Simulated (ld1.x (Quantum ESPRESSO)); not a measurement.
**Pseudopotential generation for Al: ultrasoft, PBE**

Aim: build the potential from the settings below, then test how well it stands in for the atom: other configurations, scattering, ghost states and the plane-wave cutoff that it needs.

Method: ld1.x (Quantum ESPRESSO) 7.5, PBE, scalar-relativistic.

1 further run of the same task is left out (set aside as unsound or not needed).

### 1 Settings

The settings as typed:

```json
{
  "element": "aluminium (Al, Z = 13)",
  "type": "ultrasoft",
  "frozen core": "[Ne]",
  "valence charge": "3",
  "reference configuration": "3s2 3p1",
  "partial waves": "3s (bound): rcut 1.45, rcutus 1.85 bohr; 3s channel at 1.3 Ry: rcut 1.45, rcutus 1.85 bohr; 3p (bound): rcut 1.75, rcutus 2.40 bohr; 3p channel at 4.55 Ry: rcut 1.75, rcutus 2.40 bohr; 3d channel at 0.15 Ry: rcut 1.75, rcutus 2.15 bohr; 3d channel at 2.35 Ry: rcut 1.75, rcutus 2.15 bohr",
  "local potential": "all-electron potential smoothed inside 2.25 bohr (lloc = -1)",
  "core correction": "Bessel-smoothed model core inside 0.92 bohr",
  "augmentation charge": "PSQ, inside the norm-conserving radii"
}
```

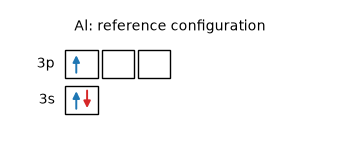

The outer shells as boxes. The arrows follow Hund's rule for the drawing; the calculation itself is spin-unpolarised.

The nodes and maxima of the atom's own shells, from an earlier all-electron run, set the scale for the radii.

All-electron outer shells of the reference configuration (PBE, scalar-relativistic, ld1.x):

```csv
shell,level (eV),outermost node (bohr),outermost maximum (bohr)
2s,-108.17,0.16,0.50
2p,-69.64,–,0.43
3s,-7.75,0.80,2.09
3p,-2.71,0.82,2.64
```

### 2 Generation

Input file Al.in:

```
 &input
   title='Al', zed=13., rel=1, dft='PBE', iswitch=3,
   config='[Ne] 3s2 3p1 3d-2',
   nld=3, rlderiv=2.60, eminld=-3.0, emaxld=5.0, deld=0.02
 /
 &inputp
   pseudotype=3, tm=.true., lloc=-1, rcloc=2.25,
   nlcc=.true., new_core_ps=.true., rcore=0.92,
   which_augfun='PSQ', rmatch_augfun_nc=.true.,
   file_pseudopw='Al.UPF', file_wfcaegen='ae.wfc', file_wfcncgen='nc.wfc', file_beta='beta', file_chi='chi', file_wfcusgen='us.wfc'
 /
6
3S  1  0   2.00   0.00  1.45  1.85  0.0
3S  1  0   0.00   1.30  1.45  1.85  0.0
3P  2  1   1.00   0.00  1.75  2.40  0.0
3P  2  1   0.00   4.55  1.75  2.40  0.0
3D  3  2  -2.00   0.15  1.75  2.15  0.0
3D  3  2  -2.00   2.35  1.75  2.15  0.0
 &test
   configts(1)='3s2 3p1'
 /
```

The run is started by

```sh
$ ld1.x < Al.in > Al.out
```

What the program wrote to Al.out (without the banner and most projector matrices):

```text
     Program LD1 v.7.5
     --------------------------- All-electron run ----------------------------

     Al
     scalar relativistic calculation

     atomic number is 13.00
     dft =PBE   lsd =0 sic =0 latt =0  beta=0.20 tr2=1.0E-14
     Exchange-correlation= PBE
                           (   1   4   3   4   0   0   0)
     mesh =1135 r(mesh) = 100.48924 a.u. xmin = -7.00 dx = 0.01250
     1 Ry =  13.60569312 eV, c = 137.03599908

     n l     nl                  e(Ry)          e(Ha)          e(eV)
     1 0     1S 1( 2.00)      -111.0670       -55.5335     -1511.1441
     2 0     2S 1( 2.00)        -7.9500        -3.9750      -108.1651
     2 1     2P 1( 6.00)        -5.1187        -2.5593       -69.6432
     3 0     3S 1( 2.00)        -0.5698        -0.2849        -7.7529
     3 1     3P 1( 1.00)        -0.1993        -0.0997        -2.7121

     final scf error:  7.9E-15 reached in  23 iterations

     Etot =    -485.370441 Ry,    -242.685221 Ha,   -6603.801277 eV

     Ekin =     486.252059 Ry,     243.126029 Ha,    6615.796290 eV
     Encl =   -1160.737048 Ry,    -580.368524 Ha,  -15792.632076 eV
     Eh   =     225.977757 Ry,     112.988878 Ha,    3074.584008 eV
     Exc  =     -36.863208 Ry,     -18.431604 Ha,    -501.549499 eV

     normalization and overlap integrals

     s(1S/1S) =  1.000000  <r> =   0.1202  <r2> =    0.0195  r(max) =   0.0779
     s(2S/2S) =  1.000000  <r> =   0.6261  <r2> =    0.4701  r(max) =   0.4954
     s(2P/2P) =  1.000000  <r> =   0.6034  <r2> =    0.4632  r(max) =   0.4264
     s(3S/3S) =  1.000000  <r> =   2.5429  <r2> =    7.5539  r(max) =   2.0856
     s(3P/3P) =  1.000000  <r> =   3.4481  <r2> =   14.3562  r(max) =   2.6447

     ------------------------ End of All-electron run ------------------------

     --------------------- Generating US pseudopotential ---------------------

      Generating local potential from pseudized AE potential:
      Matching radius rcloc =   2.2500

      Local pseudo, rcloc= 2.248 Estimated cut-off energy=     4.71 Ry

      Computing core charge for nlcc:

       r > 0.93 : true rho core
      Core charge pseudized with two Bessel functions
      Integrated core pseudo-charge :   6.95
      Wfc-us  3S rcutus= 1.841  Estimated cut-off energy=    12.61 Ry
      Wfc-us  3S rcutus= 1.841  Estimated cut-off energy=    15.73 Ry
      Wfc-us  3P rcutus= 2.423  Estimated cut-off energy=    12.59 Ry
      Wfc-us  3P rcutus= 2.423  Estimated cut-off energy=    28.10 Ry
      Wfc-us  3D rcutus= 2.138  Estimated cut-off energy=    22.94 Ry
      Wfc-us  3D rcutus= 2.138  Estimated cut-off energy=    27.77 Ry

     Q pseudized with Bessel functions
     Expected ecutrho=     178.2156 due to l1=  0   l2=  2

     ------------------- End of pseudopotential generation -------------------

     [... the all-electron block is printed once more ...]


     Computing logarithmic derivative in   2.59561
     Computing logarithmic derivative in   2.59561
     Computing the partial wave expansion
     R is outside the sphere for l=    0 j= 0.00
     R is outside the sphere for l=    0 j= 0.00
     R is outside the sphere for l=    1 j= 0.00
     R is outside the sphere for l=    1 j= 0.00
     R is outside the sphere for l=    2 j= 0.00
     R is outside the sphere for l=    2 j= 0.00

     ---------------------- Testing the pseudopotential ----------------------

     Al
     scalar relativistic calculation

     atomic number is 13.00   valence charge is  3.00
     dft =PBE   lsd =0 sic =0 latt =0  beta=0.20 tr2=1.0E-14
     mesh =1135 r(mesh) = 100.48924 xmin = -7.00 dx = 0.01250

     n l     nl             e AE (Ry)        e PS (Ry)    De AE-PS (Ry)
     1 0     3S   1( 2.00)       -0.56982       -0.56983        0.00000
     2 1     3P   1( 1.00)       -0.19934       -0.19934        0.00000

     eps = 4.1E-16  iter =  3

     Etot =    -485.370441 Ry,    -242.685221 Ha,   -6603.801277 eV
     Etotps =   -18.150496 Ry,      -9.075248 Ha,    -246.950077 eV

     Ekin =       1.247943 Ry,       0.623972 Ha,      16.979134 eV
     Encl =      -7.267308 Ry,      -3.633654 Ha,     -98.876766 eV
     Ehrt =       2.885814 Ry,       1.442907 Ha,      39.263502 eV
     Ecxc =     -15.681185 Ry,      -7.840593 Ha,    -213.353395 eV
     (Ecc =     -14.218763 Ry,      -7.109381 Ha,    -193.456121 eV)
     Epseu=       0.664240 Ry,       0.332120 Ha,       9.037448 eV

     ---------------------- End of pseudopotential test ----------------------
```

Run time: 1.3 s. Hardware: 1 thread, shared host. This counts the later configuration tests of the new file too.

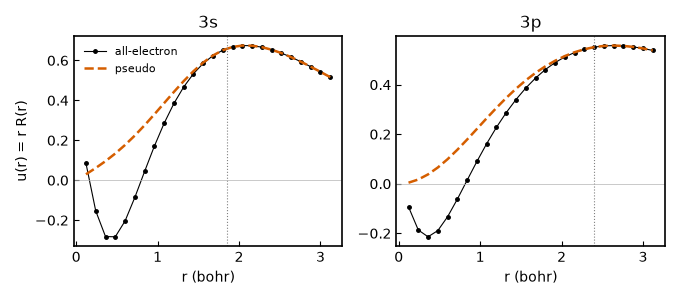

Bound waves of the atom and their pseudo partners (3s, 3p), with the matching radii dotted. The curves join 26 sampled radii.

### 3 Testing the new file in other configurations

Input file Al.test.in:

```
 &input
   title='Al', zed=13., rel=1, dft='PBE', iswitch=2,
   config='[Ne] 3s2 3p1 3d-2'
 /
 &test
   file_pseudo='Al.UPF', nconf=8,
   configts(1)='3s2 3p1',
   configts(2)='3s2 3p0',
   configts(3)='3s1 3p0',
   configts(4)='3s2 3p0.5',
   configts(5)='3s1 3p1',
   configts(6)='3s2 3p1.3',
   configts(7)='3s1 3p2',
   configts(8)='3s0 3p3'
 /
```

The run is started by

```sh
$ ld1.x < Al.test.in > Al.test.out
```

Al.test.out, the pseudopotential blocks:

```text
     ---------------------- Testing the pseudopotential ----------------------

     Al
     scalar relativistic calculation

     atomic number is 13.00   valence charge is  3.00
     dft =PBE   lsd =0 sic =0 latt =0  beta=0.20 tr2=1.0E-14
     mesh =1135 r(mesh) = 100.48924 xmin = -7.00 dx = 0.01250

     n l     nl             e AE (Ry)        e PS (Ry)    De AE-PS (Ry)
     1 0     3S   1( 2.00)       -0.56982       -0.56983        0.00000
     2 1     3P   1( 1.00)       -0.19934       -0.19934        0.00000

     eps = 4.1E-16  iter =  3

     Etot =    -485.370441 Ry,    -242.685221 Ha,   -6603.801276 eV
     Etotps =   -18.150496 Ry,      -9.075248 Ha,    -246.950077 eV

     Ekin =       1.247943 Ry,       0.623972 Ha,      16.979134 eV
     Encl =      -7.267308 Ry,      -3.633654 Ha,     -98.876766 eV
     Ehrt =       2.885814 Ry,       1.442907 Ha,      39.263502 eV
     Ecxc =     -15.681185 Ry,      -7.840593 Ha,    -213.353395 eV
     (Ecc =     -14.218763 Ry,      -7.109381 Ha,    -193.456121 eV)
     Epseu=       0.664240 Ry,       0.332120 Ha,       9.037448 eV

     ---------------------- End of pseudopotential test ----------------------

     ---------------------- Testing the pseudopotential ----------------------

     Al
     scalar relativistic calculation

     atomic number is 13.00   valence charge is  3.00
     dft =PBE   lsd =0 sic =0 latt =0  beta=0.20 tr2=1.0E-14
     mesh =1135 r(mesh) = 100.48924 xmin = -7.00 dx = 0.01250

     n l     nl             e AE (Ry)        e PS (Ry)    De AE-PS (Ry)
     1 0     3S   1( 2.00)       -1.08854       -1.08844       -0.00010
     2 1     3P   1( 0.00)       -0.66543       -0.66531       -0.00012

     eps = 3.7E-16  iter =  9

     Etot =    -484.946999 Ry,    -242.473499 Ha,   -6598.040044 eV
     Etotps =   -17.727081 Ry,      -8.863541 Ha,    -241.189228 eV
     dEtot_ae =       0.423443 Ry
     dEtot_ps =       0.423415 Ry,   Delta E=       0.000028 Ry

     Ekin =       0.822010 Ry,       0.411005 Ha,      11.184017 eV
     Encl =      -5.457970 Ry,      -2.728985 Ha,     -74.259461 eV
     Ehrt =       1.516255 Ry,       0.758127 Ha,      20.629695 eV
     Ecxc =     -15.315781 Ry,      -7.657890 Ha,    -208.381812 eV
     (Ecc =     -14.218763 Ry,      -7.109381 Ha,    -193.456121 eV)
     Epseu=       0.708404 Ry,       0.354202 Ha,       9.638333 eV

     ---------------------- End of pseudopotential test ----------------------

     ---------------------- Testing the pseudopotential ----------------------

     Al
     scalar relativistic calculation

     atomic number is 13.00   valence charge is  3.00
     dft =PBE   lsd =0 sic =0 latt =0  beta=0.20 tr2=1.0E-14
     mesh =1135 r(mesh) = 100.48924 xmin = -7.00 dx = 0.01250

     n l     nl             e AE (Ry)        e PS (Ry)    De AE-PS (Ry)
     1 0     3S   1( 1.00)       -1.74543       -1.74692        0.00148
     2 1     3P   1( 0.00)       -1.26440       -1.26288       -0.00152

     eps = 3.8E-16  iter =  9

     Etot =    -483.533964 Ry,    -241.766982 Ha,   -6578.814726 eV
     Etotps =   -16.313498 Ry,      -8.156749 Ha,    -221.956446 eV
     dEtot_ae =       1.836478 Ry
     dEtot_ps =       1.836998 Ry,   Delta E=      -0.000520 Ry

     Ekin =       0.487122 Ry,       0.243561 Ha,       6.627627 eV
     Encl =      -2.880743 Ry,      -1.440372 Ha,     -39.194510 eV
     Ehrt =       0.408205 Ry,       0.204103 Ha,       5.553917 eV
     Ecxc =     -14.768526 Ry,      -7.384263 Ha,    -200.936029 eV
     (Ecc =     -14.218763 Ry,      -7.109381 Ha,    -193.456121 eV)
     Epseu=       0.440444 Ry,       0.220222 Ha,       5.992549 eV

     ---------------------- End of pseudopotential test ----------------------

     ---------------------- Testing the pseudopotential ----------------------

     Al
     scalar relativistic calculation

     atomic number is 13.00   valence charge is  3.00
     dft =PBE   lsd =0 sic =0 latt =0  beta=0.20 tr2=1.0E-14
     mesh =1135 r(mesh) = 100.48924 xmin = -7.00 dx = 0.01250

     n l     nl             e AE (Ry)        e PS (Ry)    De AE-PS (Ry)
     1 0     3S   1( 2.00)       -0.81538       -0.81540        0.00001
     2 1     3P   1( 0.50)       -0.41902       -0.41899       -0.00004

     eps = 7.5E-15  iter =  6

     Etot =    -485.217152 Ry,    -242.608576 Ha,   -6601.715673 eV
     Etotps =   -17.997207 Ry,      -8.998604 Ha,    -244.864482 eV
     dEtot_ae =       0.153289 Ry
     dEtot_ps =       0.153288 Ry,   Delta E=       0.000001 Ry

     Ekin =       1.077789 Ry,       0.538895 Ha,      14.664068 eV
     Encl =      -6.431694 Ry,      -3.215847 Ha,     -87.507652 eV
     Ehrt =       2.179922 Ry,       1.089961 Ha,      29.659349 eV
     Ecxc =     -15.507325 Ry,      -7.753663 Ha,    -210.987907 eV
     (Ecc =     -14.218763 Ry,      -7.109381 Ha,    -193.456121 eV)
     Epseu=       0.684100 Ry,       0.342050 Ha,       9.307660 eV

     ---------------------- End of pseudopotential test ----------------------

     ---------------------- Testing the pseudopotential ----------------------

     Al
     scalar relativistic calculation

     atomic number is 13.00   valence charge is  3.00
     dft =PBE   lsd =0 sic =0 latt =0  beta=0.20 tr2=1.0E-14
     mesh =1135 r(mesh) = 100.48924 xmin = -7.00 dx = 0.01250

     n l     nl             e AE (Ry)        e PS (Ry)    De AE-PS (Ry)
     1 0     3S   1( 1.00)       -1.14736       -1.14949        0.00213
     2 1     3P   1( 1.00)       -0.71655       -0.71690        0.00035

     eps = 6.4E-15  iter =  9

     Etot =    -484.519974 Ry,    -242.259987 Ha,   -6592.230085 eV
     Etotps =   -17.299213 Ry,      -8.649606 Ha,    -235.367782 eV
     dEtot_ae =       0.850467 Ry
     dEtot_ps =       0.851283 Ry,   Delta E=      -0.000816 Ry

     Ekin =       1.174757 Ry,       0.587378 Ha,      15.983383 eV
     Encl =      -5.125252 Ry,      -2.562626 Ha,     -69.732600 eV
     Ehrt =       1.386736 Ry,       0.693368 Ha,      18.867499 eV
     Ecxc =     -15.178299 Ry,      -7.589150 Ha,    -206.511284 eV
     (Ecc =     -14.218763 Ry,      -7.109381 Ha,    -193.456121 eV)
     Epseu=       0.442846 Ry,       0.221423 Ha,       6.025221 eV

     ---------------------- End of pseudopotential test ----------------------

     ---------------------- Testing the pseudopotential ----------------------

     Al
     scalar relativistic calculation

     atomic number is 13.00   valence charge is  3.00
     dft =PBE   lsd =0 sic =0 latt =0  beta=0.20 tr2=1.0E-14
     mesh =1135 r(mesh) = 100.48924 xmin = -7.00 dx = 0.01250

     n l     nl             e AE (Ry)        e PS (Ry)    De AE-PS (Ry)
     1 0     3S   1( 2.00)       -0.44077       -0.44076       -0.00002
     2 1     3P   1( 1.30)       -0.08482       -0.08483        0.00001

     eps = 3.3E-15  iter = 11

     Etot =    -485.412675 Ry,    -242.706338 Ha,   -6604.375895 eV
     Etotps =   -18.192732 Ry,      -9.096366 Ha,    -247.524734 eV
     dEtot_ae =      -0.042234 Ry
     dEtot_ps =      -0.042237 Ry,   Delta E=       0.000003 Ry

     Ekin =       1.308913 Ry,       0.654457 Ha,      17.808671 eV
     Encl =      -7.688514 Ry,      -3.844257 Ha,    -104.607564 eV
     Ehrt =       3.301354 Ry,       1.650677 Ha,      44.917210 eV
     Ecxc =     -15.768915 Ry,      -7.884457 Ha,    -214.547012 eV
     (Ecc =     -14.218763 Ry,      -7.109381 Ha,    -193.456121 eV)
     Epseu=       0.654429 Ry,       0.327215 Ha,       8.903960 eV

     ---------------------- End of pseudopotential test ----------------------

     ---------------------- Testing the pseudopotential ----------------------

     Al
     scalar relativistic calculation

     atomic number is 13.00   valence charge is  3.00
     dft =PBE   lsd =0 sic =0 latt =0  beta=0.20 tr2=1.0E-14
     mesh =1135 r(mesh) = 100.48924 xmin = -7.00 dx = 0.01250

     n l     nl             e AE (Ry)        e PS (Ry)    De AE-PS (Ry)
     1 0     3S   1( 1.00)       -0.63016       -0.63136        0.00120
     2 1     3P   1( 2.00)       -0.24571       -0.24603        0.00031

     eps = 5.8E-16  iter =  9

     Etot =    -484.992719 Ry,    -242.496359 Ha,   -6598.662099 eV
     Etotps =   -17.772370 Ry,      -8.886185 Ha,    -241.805415 eV
     dEtot_ae =       0.377723 Ry
     dEtot_ps =       0.378126 Ry,   Delta E=      -0.000403 Ry

     Ekin =       1.543715 Ry,       0.771857 Ha,      21.003309 eV
     Encl =      -6.908190 Ry,      -3.454095 Ha,     -93.990713 eV
     Ehrt =       2.710007 Ry,       1.355003 Ha,      36.871521 eV
     Ecxc =     -15.564563 Ry,      -7.782281 Ha,    -211.766662 eV
     (Ecc =     -14.218763 Ry,      -7.109381 Ha,    -193.456121 eV)
     Epseu=       0.446661 Ry,       0.223330 Ha,       6.077131 eV

     ---------------------- End of pseudopotential test ----------------------

     ---------------------- Testing the pseudopotential ----------------------

     Al
     scalar relativistic calculation

     atomic number is 13.00   valence charge is  3.00
     dft =PBE   lsd =0 sic =0 latt =0  beta=0.20 tr2=1.0E-14
     mesh =1135 r(mesh) = 100.48924 xmin = -7.00 dx = 0.01250

     n l     nl             e AE (Ry)        e PS (Ry)    De AE-PS (Ry)
     1 0     3S   1( 0.00)       -0.68211       -0.68571        0.00361
     2 1     3P   1( 3.00)       -0.28605       -0.28721        0.00116

     eps = 4.4E-15  iter = 12

     Etot =    -484.602331 Ry,    -242.301166 Ha,   -6593.350606 eV
     Etotps =   -17.380365 Ry,      -8.690183 Ha,    -236.471914 eV
     dEtot_ae =       0.768110 Ry
     dEtot_ps =       0.770131 Ry,   Delta E=      -0.002021 Ry

     Ekin =       1.879637 Ry,       0.939818 Ha,      25.573762 eV
     Encl =      -6.576277 Ry,      -3.288139 Ha,     -89.474808 eV
     Ehrt =       2.574687 Ry,       1.287344 Ha,      35.030403 eV
     Ecxc =     -15.459239 Ry,      -7.729619 Ha,    -210.333655 eV
     (Ecc =     -14.218763 Ry,      -7.109381 Ha,    -193.456121 eV)
     Epseu=       0.200827 Ry,       0.100413 Ha,       2.732384 eV

     ---------------------- End of pseudopotential test ----------------------
```

The tests as a table, with energies relative to 3s2 3p1.

```tsv
valence configuration	charge	ΔE all-electron (eV)	error AE − PS (meV)
3s2 3p0	+1	5.761	+0.4
3s1 3p0	+2	24.987	-7.1
3s2 3p0.5	+0.5	2.086	0.0
3s1 3p1	+1	11.571	-11
3s2 3p1.3	-0.3	-0.575	0.0
3s1 3p2	0	5.139	-5.5
3s0 3p3	0	10.451	-27
```

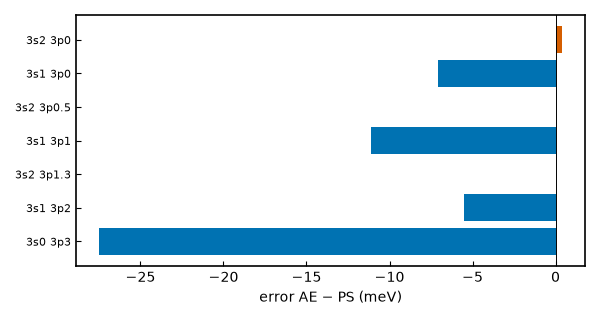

Error of the potential in each test configuration.

### 4 Does it scatter like the atom?

Taken from the files of the generation run. The phase is arctan(r·u′/u) with u = r·R, unwrapped, with energies in Ry. A pole is an energy at which the radial function vanishes at the test radius. The pseudo phase is shifted by a multiple of π to meet the all-electron one at the reference energy. Levels narrower than the energy grid can be missing from the poles. The last column is the largest difference on the grid between −1 and +1 Ry.

```tsv
channel	radius (bohr)	reference (Ry)	poles AE	poles PS	window around the reference with phases within 0.05 rad (Ry)	largest difference near zero (rad)
s	2.60	-0.57	0.78	0.78	below 3.6	0.000
p	2.60	-0.20	1.57	1.56	the whole range	0.001
d	2.60	0.15	2.35	2.35	below 4.5	0.000
```

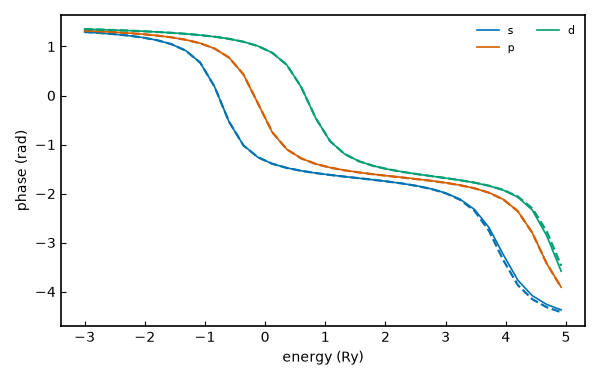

Phases by channel: all-electron solid, pseudo dashed.

### 5 Cutoff and ghost test in a Bessel basis

A separate test, outside the generator: the pseudo-atom's Hamiltonian at the reference potential is diagonalised in spherical Bessel functions j_l(qr) that vanish at 20 bohr, with q² up to the cutoff.

All-electron valence levels (Ry): 3s -0.5698, 3p -0.1993. The lowest levels of each channel (Ry) by cutoff; the last column sums, over occupied levels, occupation times the distance from the level at 400 Ry. A positive value at high cutoff is not a bound level.

| cutoff (Ry) | s #1 | p #1 | d #1 | f #1 | Σ f·Δε (mRy) |
| --- | --- | --- | --- | --- | --- |
| 8 | -0.5669 | -0.1989 | 0.0453 | 0.1021 | 6.4 |
| 10 | -0.5690 | -0.1992 | 0.0452 | 0.1021 | 1.8 |
| 12 | -0.5696 | -0.1993 | 0.0452 | 0.1021 | 0.5 |
| 15 | -0.5697 | -0.1993 | 0.0452 | 0.1021 | 0.3 |
| 18 | -0.5697 | -0.1993 | 0.0452 | 0.1021 | 0.2 |
| 400 | -0.5698 | -0.1993 | 0.0452 | 0.1021 | 0.0 |

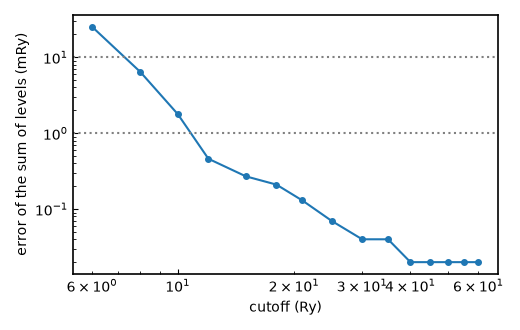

Occupation-weighted error of the valence levels against the cutoff; the dotted lines mark 10 and 1 mRy.

The sum stays within 10 mRy from 8 Ry and within 1 mRy from 12 Ry. The sum leaves out empty levels, which can need more. Ghost test: no level below the all-electron spectrum of its channel (s, p, d, f tested).

### 6 Summary of results

```
                                                quantity                 value
               cutoffs for 10 and 1 mRy, occupied levels        8 Ry and 12 Ry
                                            bound ghosts            none found
                            largest test error (AE − PS)  -27 meV, for 3s0 3p3
largest phase difference near zero energy, channels read             0.001 rad
         lowest eigenvalue of the overlap (Bessel basis)             0.472 (s)
               density cutoff estimated by the generator                178 Ry
```

By total energies transferability is fair: the largest error is 27 meV on 10.5 eV, for 3s0 3p3. The potential is soft on the atom at that tolerance: the looser tolerance needs 8 Ry. The slowest occupied level is 3s: taken alone it needs 10 Ry to come within 1 mRy, against 8 Ry for 3p. No bound ghost shows below the valence levels. Near zero energy the phases of the channels with partial waves agree within 0.001 rad.
